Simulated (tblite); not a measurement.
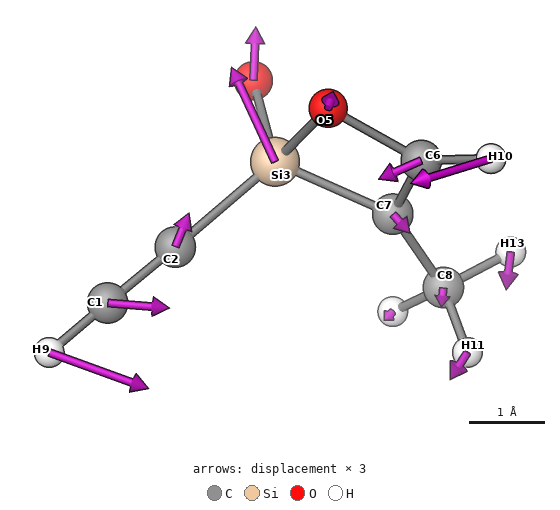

A relaxation of C5H5O2Si (multiplicity 2). The starting structure is drawn; purple arrows show the displacements, 3 times their true length. The two geometries are superimposed by the best rigid fit.

The picture is a ball-and-stick view, seen at a tilt.

The calculation used GFN2-xTB geometry optimisation, gas phase (tblite 0.8.0). 

Describe the change and its energy.

The largest moves after the best rigid fit, 0.48 Å, are those of Si and H atoms. Largest moves by element: H 0.48 Å, Si 0.48 Å, C 0.28 Å, O 0.25 Å. Some distances before and after: C–Si 1.732 → 2.226 Å, O–Si 1.718 → 1.511 Å, C–O 1.454 → 1.361 Å, C–C 1.390 → 1.306 Å. Among the angles between lasting bonds that change: C–Si–C 115.1° → 93.4°, O–C–C 98.1° → 114.3°, O–C–H 130.6° → 115.9°. After 94 geometry steps the energy has fallen by 45.9 kcal/mol. Cost: 0.49 s on 1 thread of Arm Neoverse V2, with other jobs on the host.
